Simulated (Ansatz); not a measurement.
# AlBH5N: single point in a Gaussian basis from a Python script

The task is a single point in a Gaussian basis, for AlBH5N.

All numbers are computed with Ansatz 0.2.0 through its Python package. Level of theory: CCSD/6-31G*.

## Step 1: The system

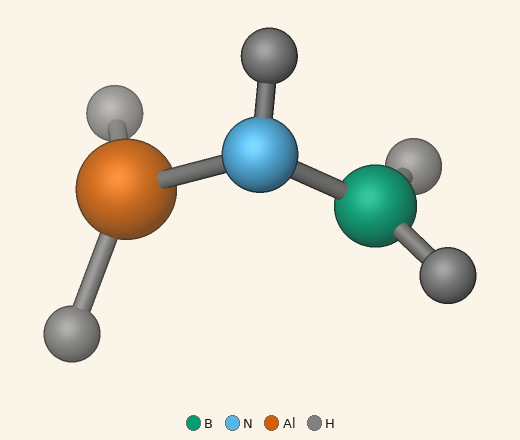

The structure that the script starts from, seen from a chosen angle (boron teal, nitrogen blue, aluminium orange, hydrogen grey).

The script holds or builds the structure itself.

## Step 2: The script

Contents of energy_albh5n.py:

```python
"""Electronic structure of the AlBH5N molecule."""

import ansatz as az


def main() -> None:
    system = (
        az.Crystal.molecule()
        .atom("B", [-0.6804, 0.7855, -0.7018])
        .atom("N", [0.1838, 0.8034, 0.4996])
        .atom("Al", [0.9481, -0.9303, 0.5786])
        .atom("H", [-1.5846, 0.1126, -0.7818])
        .atom("H", [-0.607, 1.6785, -1.5369])
        .atom("H", [-0.4196, 0.9287, 1.3425])
        .atom("H", [2.1635, -1.2879, -0.4455])
        .atom("H", [0.0884, -2.1477, 0.9896])
    )

    job = system.calculation().basis(gaussian="6-31G*").correlation("ccsd").scf(lower_state_search="off")
    print(job.to_yaml())
    out = job.run(threads=1)
    report = out.report

    for key in ("converged", "free_energy_ev", "reference_energy_ev", "n_frozen", "n_occupied", "n_virtual"):
        print(f"{key:22s} {report[key]}")

    print("correlation energy", round(report["free_energy_ev"] - report["reference_energy_ev"], 5), "eV")
    cluster = report["correlation"].get("coupled_cluster")
    if cluster:
        print("cycles", cluster["cycles"], " T1 diagnostic", round(cluster["t1_diagnostic"], 4), " largest double", round(cluster["largest_double"], 4))

    state = report["mean_field"]["state"]
    print(f"mean field: {state['energy']['hartree']:.7f} Ha, <S^2> = {abs(state['spin_squared']):.4f}, stability: {state.get('stability', {}).get('kind')}")


if __name__ == "__main__":
    main()
```

## Step 3: The run

The run is started by

```sh
python energy_albh5n.py
```

Output:

```text
crystal:
  periodic: [false, false, false]
  atoms:
    - { symbol: B, position_ang: [-0.6804, 0.7855, -0.7018] }
    - { symbol: "N", position_ang: [0.1838, 0.8034, 0.4996] }
    - { symbol: Al, position_ang: [0.9481, -0.9303, 0.5786] }
    - { symbol: H, position_ang: [-1.5846, 0.1126, -0.7818] }
    - { symbol: H, position_ang: [-0.607, 1.6785, -1.5369] }
    - { symbol: H, position_ang: [-0.4196, 0.9287, 1.3425] }
    - { symbol: H, position_ang: [2.1635, -1.2879, -0.4455] }
    - { symbol: H, position_ang: [0.0884, -2.1477, 0.9896] }
basis:
  gaussian:
    orbitals: "6-31G*"
correlation:
  method: ccsd
scf:
  lower_state_search: "off"

converged              True
free_energy_ev         -8823.270484543811
reference_energy_ev    -8814.437109363536
n_frozen               7
n_occupied             [8, 8]
n_virtual              [44, 44]
correlation energy -8.83338 eV
cycles 12  T1 diagnostic 0.0164  largest double 0.0265
mean field: -323.9245891 Ha, <S^2> = 0.0000, stability: undecided
```

Run time: 1.5 s. Hardware: 1 thread of Arm Neoverse V1, shared host; peak memory 0.18 GiB.

Lines on the test bed's own set-up are left out of the output.

## Step 4: What the engine kept of the run

The report of the run holds:

```tsv
item	value
SCF cycles in all	11
orbitals (without the frozen core)	52
total energy (eV)	-8823.27048
```

## Step 5: Again, from the shell

The engine's input of that run, saved to a file, gives the whole log.

Contents of input.yaml:

```yaml
crystal:
  periodic: [false, false, false]
  atoms:
    - { symbol: B, position_ang: [-0.6804, 0.7855, -0.7018] }
    - { symbol: "N", position_ang: [0.1838, 0.8034, 0.4996] }
    - { symbol: Al, position_ang: [0.9481, -0.9303, 0.5786] }
    - { symbol: H, position_ang: [-1.5846, 0.1126, -0.7818] }
    - { symbol: H, position_ang: [-0.607, 1.6785, -1.5369] }
    - { symbol: H, position_ang: [-0.4196, 0.9287, 1.3425] }
    - { symbol: H, position_ang: [2.1635, -1.2879, -0.4455] }
    - { symbol: H, position_ang: [0.0884, -2.1477, 0.9896] }
basis:
  gaussian: { orbitals: "6-31G*" }
correlation:
  method: ccsd
scf:
  lower_state_search: "off"
```

The run is started by

```sh
ansatz run input.yaml --threads 1 --pin off --max-ram 4096MiB --backend cpu --events-out ev --progress --plain --runs-dir out
```

Output, cut to the lines that bear on the results:

```text
Warning: RAYON_NUM_THREADS=1 ignored (pool sized by the plan → 1); use --threads N
[...]
Functional definition: HF
[...]
602 factors; integrals over basis functions are off by at most 6.9e-4 eV
[...]
mean field -8814.43710936 eV, -323.9245891290 hartree, gradient 1.5e-6 eV, S^2 0.000000; 0 other end points of the search recorded, 0 dependent functions left out
7 core orbitals not correlated: weight in the atoms' cores, before any rotation towards them, 1.000 or more for the frozen orbitals, at most 0.000 for the correlated occupied ones
reference -8814.43710936 eV, -323.9245891290 hartree; 8, 8 occupied and 44, 44 virtual orbitals, 602 factors
second order -7.92214156 eV of doubles, -0.00000000 eV of singles
cycle   1  -8.45644273 eV  change   -5.3e-1 eV  update   7.9e-2
[...]
cycle  12  -8.83337518 eV  change    5.5e-6 eV  update   8.1e-6
Total energy: -8823.27048454 eV, -324.2492096794 hartree
Checks for a lower state left out: stability, starts, cluster_reference, orbital_swaps, neighbouring_geometries, increment
```

Run time: 1 s. Hardware: 1 thread of Arm Neoverse V1, shared host; peak memory 0.12 GiB.

Script and command line differ by 0.000 meV in the energy.

## Step 6: Summary of results

| quantity | value |
| --- | --- |
| total energy | -8823.2705 eV |
| T1 diagnostic | 0.0164 |

**Reading.** A T1 diagnostic under about 0.02 supports a single-reference treatment, as here. What to keep in mind:
- The geometry is a force-field or estimated start, not a minimum of this method, and the basis set is short of its limit.
- Inner cores stay frozen, so this is valence correlation.
